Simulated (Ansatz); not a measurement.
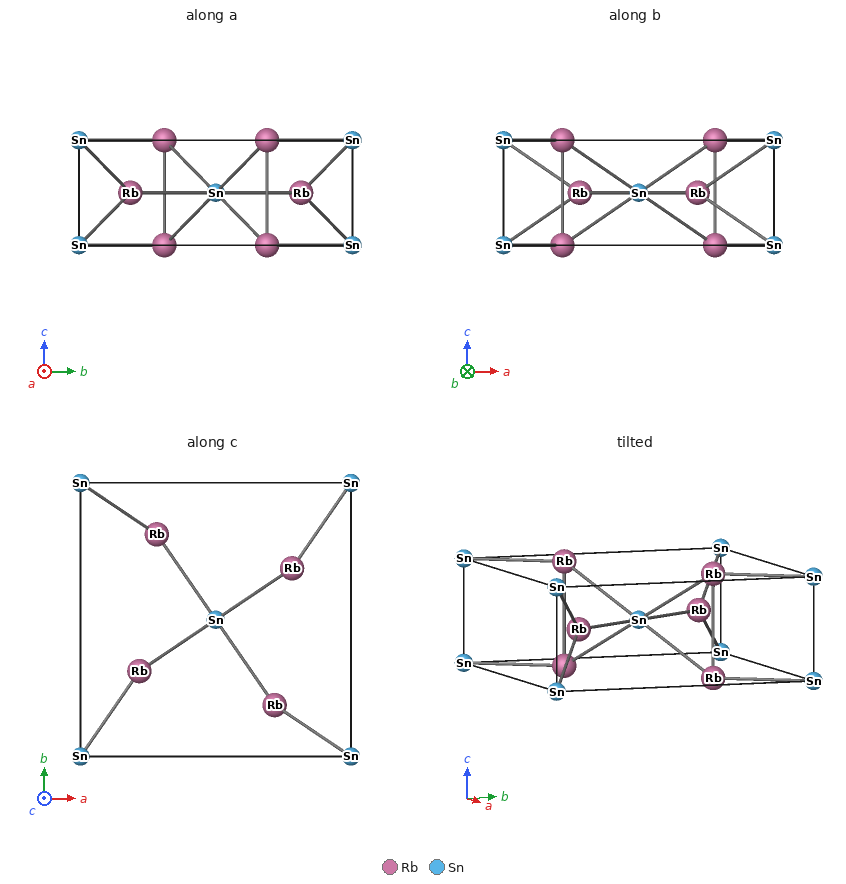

An orthographic ball-and-stick view of the structure, along the a axis, along the b axis, along the c axis and slightly off an axis. The lines enclose the conventional unit cell; boundary atoms appear with their images.

Lattice parameters: a = 9.6469 Å, b = 9.7552 Å, c = 3.7439 Å, α = 90.000°, β = 90.000°, γ = 90.000°.

**Convert the drawing into a CIF with its space group and independent sites, with free fractional coordinates to two decimals.**

```cif
data_structure
_symmetry_space_group_name_H-M 'P n n m'
_symmetry_Int_Tables_number 58
_cell_length_a 9.6469
_cell_length_b 9.7552
_cell_length_c 3.7439
_cell_angle_alpha 90.000
_cell_angle_beta 90.000
_cell_angle_gamma 90.000
_cell_volume 352.32
loop_
_atom_site_label
_atom_site_type_symbol
_atom_site_symmetry_multiplicity
_atom_site_Wyckoff_symbol
_atom_site_fract_x
_atom_site_fract_y
_atom_site_fract_z
_atom_site_occupancy
Rb1 Rb 4 g 0.28 0.81 0.50 1
Sn1 Sn 2 a 0.50 0.50 0.50 1
```

The structure was taken from a textbook structure type filled with these elements (whether it is the usual form wasn't checked). Earlier steps of the study may have refined or changed the cell and positions. It was set up as input for a calculation with Ansatz.
